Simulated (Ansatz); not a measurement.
**The cluster Ge₄H₅: the relaxed shape and its frontier levels**

What does the cluster Ge₄H₅ look like as a doublet, and where do its frontier electrons sit?

Program: Ansatz 0.2.0, Gaussian basis. Level of theory: UKS PBE0-D4/def2-TZVP. These are calculated values, not measurements.

The runs, in order: a search for the lowest solution at PBE-D4/def2-SVP; a single point at PBE0-D4/def2-TZVP.

8 further runs of the same task are left out: 6 that didn't finish, 2 set aside as unsound or not needed.

## Step 1: The geometry

The geometry is that of the doublet, from an earlier relaxation (r2SCAN-D4/def2-SVP). At that level it is the lowest of the isomers that a small search found.

9 atoms, charge 0, spin multiplicity 2.

Atoms are counted from 1 here; the program's logs count them from 0.

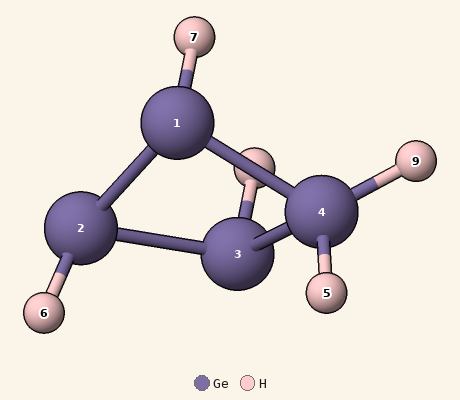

The structure; germanium purple, hydrogen pink; atoms are numbered from 1 in the order of the file.

Bonds by kind at the end (by distance):

| bond | count | shortest (Å) | longest (Å) |
| --- | --- | --- | --- |
| Ge–Ge | 4 | 2.439 | 2.449 |
| Ge–H | 5 | 1.535 | 1.563 |

## Step 2: Searching for the lowest solution, PBE-D4/def2-SVP

start.molden holds the orbitals of an earlier run on this state, given as this run's starting guess.

Contents of in.yaml:

```yaml
crystal:
  periodic: [false, false, false]
  atoms:
    - {symbol: Ge, position_ang: [1.523300, -0.301544, -0.292077]}
    - {symbol: Ge, position_ang: [-0.107722, -2.078983, -0.712341]}
    - {symbol: Ge, position_ang: [-1.396829, -0.450812, 0.585117]}
    - {symbol: Ge, position_ang: [-0.102694, 1.505193, -0.085754]}
    - {symbol: H, position_ang: [-0.541190, 2.050847, -1.452276]}
    - {symbol: H, position_ang: [-0.550523, -2.153437, -2.199306]}
    - {symbol: H, position_ang: [1.978761, -0.538123, 1.184418]}
    - {symbol: H, position_ang: [-0.941072, -0.687353, 2.061528]}
    - {symbol: H, position_ang: [0.137970, 2.654212, 0.910690]}
basis:
  gaussian: {orbitals: def2-SVP, initial_orbitals: start.molden}
magnetization: {spin_polarized: true, initial_magnetization: 1}
hamiltonian: {xc: pbe, dispersion: d4}
output: {orbitals: {seedname: orbitals}}
```

Launch:

```console
> ansatz run in.yaml --threads 4 --pin off --events-out ev --progress --plain --max-ram 4787MiB
```

Log:

```text
Functional definition: PBE
  name "PBE"
  cite "Perdew, Burke & Ernzerhof, Phys. Rev. Lett. 77, 3865 (1996) doi:10.1103/PhysRevLett.77.3865"
  parent pbe
  parameter kappa = 0.804
  parameter beta = 0.06672455060314922
  exchange = pbe_x(kappa = kappa, mu = beta*pi^2/3)
  correlation = pbe_c(beta = beta)
1694 factors; their error is unknown
mean field evaluation 1: about -226042.1037 eV, gradient 9.5e1 eV
mean field evaluation 2: about -226059.7686 eV, gradient 2.9e1 eV
mean field evaluation 4: about -226088.8185 eV, gradient 9.7e0 eV
mean field evaluation 8: about -226091.2146 eV, gradient 5.3e-2 eV
mean field evaluation 16: about -226091.3516 eV, gradient 2.7e-1 eV
mean field evaluation 32: about -226088.6485 eV, gradient 7.3e0 eV
mean field -226091.21457161 eV, -8308.6988853771 hartree, gradient 5.4e-5 eV, S^2 0.753232; 4 other end points of the search recorded, 0 dependent functions left out
reference -226091.21461149 eV, -8308.6988868429 hartree; 67, 66 occupied and 86, 87 virtual orbitals, 1694 factors
Total energy: -226091.54432751 eV, -8308.7110036830 hartree
```

Run time: 8 s. Hardware: 4 threads of Arm Neoverse V1, shared host.

From the report: HOMO -5.16 eV, LUMO -4.26 eV (over both spins); ⟨S²⟩ 0.753 (pure: 0.75).

## Step 3: Single point, PBE0-D4/def2-TZVP

in.yaml, as its differences from that of step 2:

```diff
@@ -13,5 +13,6 @@
 basis:
-  gaussian: {orbitals: def2-SVP, initial_orbitals: start.molden}
+  gaussian: {orbitals: def2-TZVP, initial_orbitals: start.molden}
 magnetization: {spin_polarized: true, initial_magnetization: 1}
-hamiltonian: {xc: pbe, dispersion: d4}
+hamiltonian: {xc: pbe0, dispersion: d4}
+scf: {omitted_lower_state_checks: [starts]}
 output: {orbitals: {seedname: orbitals}}
```

Same command.

Log, shortened:

```text
Functional definition: PBE0
  name "PBE0"
  cite "Adamo & Barone, J. Chem. Phys. 110, 6158 (1999) doi:10.1063/1.478522"
  cite "Perdew, Burke & Ernzerhof, Phys. Rev. Lett. 77, 3865 (1996) doi:10.1103/PhysRevLett.77.3865"
  parent pbe
[...]
1557 factors; integrals over basis functions are off by at most 9.4e-4 eV
[...]
mean field -226125.52006935 eV, -8309.9595891661 hartree, gradient 2.6e-5 eV, S^2 0.756300; 0 other end points of the search recorded, 0 dependent functions left out
reference -226125.52010140 eV, -8309.9595903439 hartree; 67, 66 occupied and 155, 156 virtual orbitals, 1557 factors
Total energy: -226125.80344518 eV, -8309.9700030356 hartree
Checks for a lower state left out: starts
```

It took 13 s on 4 threads of Arm Neoverse V1, shared host; peak memory 1 GiB.

HOMO -6.11 eV, LUMO -3.50 eV (over both spins); ⟨S²⟩ 0.756 (pure: 0.75).

Mulliken charges, from this run's orbitals:

| atom | value (e) |
| --- | --- |
| Ge1 | -0.08 |
| Ge2 | 0.01 |
| Ge3 | -0.08 |
| Ge4 | 0.00 |
| H5 | 0.03 |
| H6 | 0.03 |
| H7 | 0.03 |
| H8 | 0.03 |
| H9 | 0.03 |

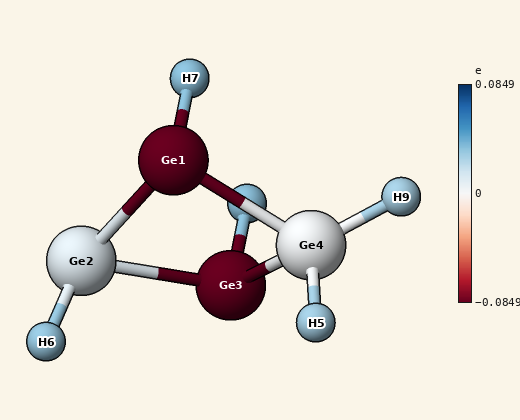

Mulliken charges, from this run's orbitals, as colours on the atoms.

Mulliken spin populations:

| atom | value (e) |
| --- | --- |
| Ge1 | 0.06 |
| Ge2 | 0.79 |
| Ge3 | 0.06 |
| Ge4 | 0.00 |
| H5 | 0.01 |
| H6 | 0.05 |
| H7 | 0.00 |
| H8 | 0.00 |
| H9 | 0.03 |

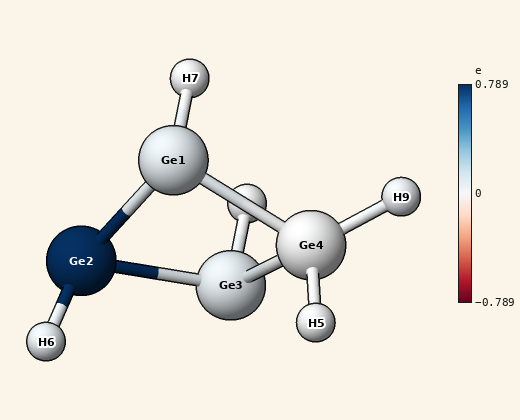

Mulliken spin populations, as colours on the atoms.

Largest Mayer bond orders: Ge4–H5 0.93; Ge2–H6 0.92; Ge4–H9 0.92; Ge1–H7 0.91; Ge3–H8 0.91; Ge1–Ge2 0.91; Ge2–Ge3 0.91; Ge1–Ge4 0.87; Ge3–Ge4 0.87; Ge1–Ge3 0.51.

Orbitals, density, ELF and potential are computed afterwards from the orbital file.

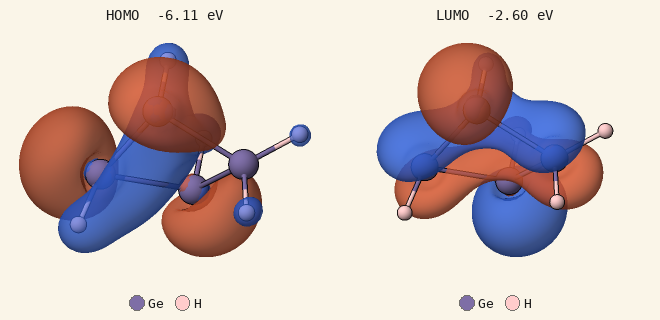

PBE0-D4/def2-TZVP orbitals (alpha spin) near the gap, drawn at the value that encloses 70 % of each; the two colours are the two signs.

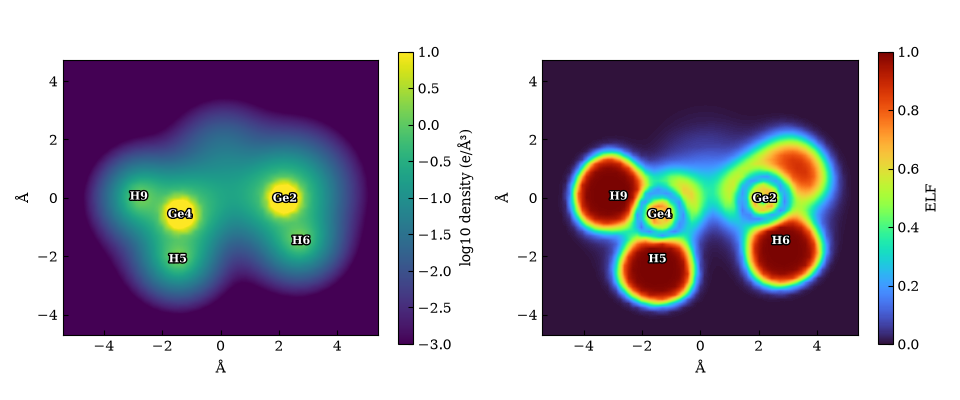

Density (left) and ELF (right) in a plane through or near 5 of the atoms.

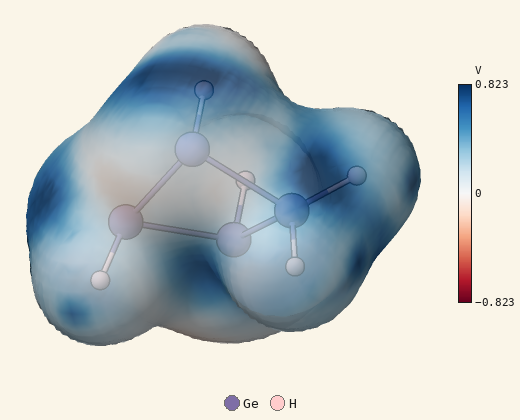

The potential that a unit positive charge feels on the 0.002 e/bohr³ surface, from -0.30 to 0.82 V.

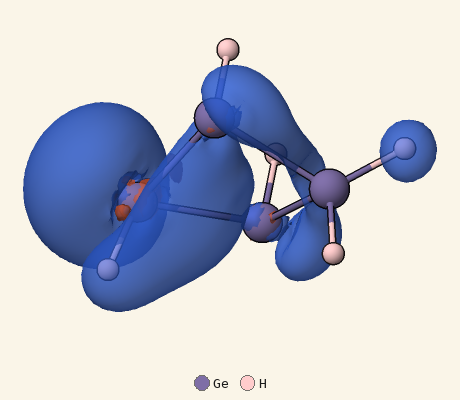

Spin density at ±0.01 e/Å³ (alpha excess blue, beta excess red).

## Step 4: Outcome

| quantity | value |
| --- | --- |
| point group | Cs |
| commonest bond, hydrogen aside | Ge–Ge, 4 of mean length 2.444 Å |
| HOMO, LUMO at PBE0-D4/def2-TZVP (over both spins) | -6.11, -3.50 eV |
| ⟨S²⟩ | 0.756 |

**Reading.** No usable vibrations, so a minimum isn't proven. The alpha HOMO lies nearest to Ge2 39 %; Ge1, Ge3 about 20 % each and the alpha LUMO to Ge1, Ge3 about 30 % each; Ge2, Ge4 about 13 % each (shares on a coarse grid); over both spins the LUMO of beta spin, not drawn, take the frontier's place. Whether this spin is the lowest isn't tested here. The point group is read from a loosely relaxed geometry; soft torsions can leave it below the true symmetry.
